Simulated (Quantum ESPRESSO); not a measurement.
Two runs for the Nd L₃ edge of atom 1 in Nd2SeO2 (P-3m1). Run A: Quantum ESPRESSO XSpectra, LDA, full core hole (charged cell), 15-atom cell with 6.9 Å between holes, 3×3×3 k points, dipole transitions, Lorentzian half width 0.4 eV, without spin-orbit coupling. Run B differs in one choice.

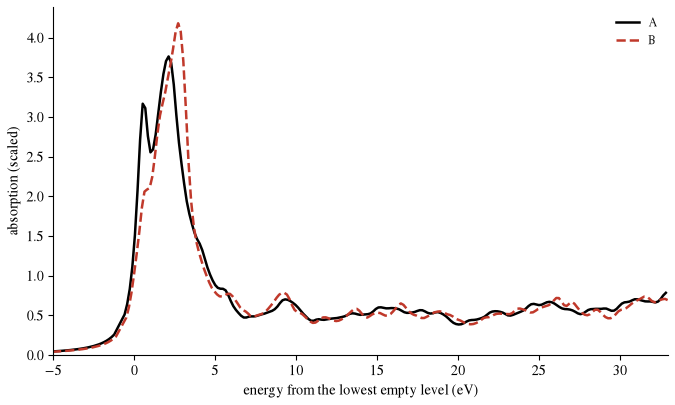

Energy from the lowest empty level; intensity scaled to a mean of 1 over the first 20 eV.

Q: What was changed?
a) the size of the supercell
b) the plane-wave cutoff
c) the volume of the cell
d) the radius of the reconstruction

(a): run B changes the supercell atoms from 15 to 5, and the k mesh follows the cell. Against the first run the r.m.s. difference is 25 %. The highest intensity below 24 eV goes from 2.1 eV (3.76) to 2.7 eV (4.18). Other settings could leave a like mark; this is the one that was changed.

[Hosts, paths, dates, database ids (printed as entryN), source tags and the programs' standing remarks are cut or masked in the printed files.]

[Lists of maxima count a maximum above −3 eV only where it reaches 4 % of the highest in the window and stands out from its surroundings by 2 % of it (1.5 % where it reaches 55 %); shoulders and weaker maxima are passed over, and of the rest the first, up to two pre-edge ones and the few strongest are named.]
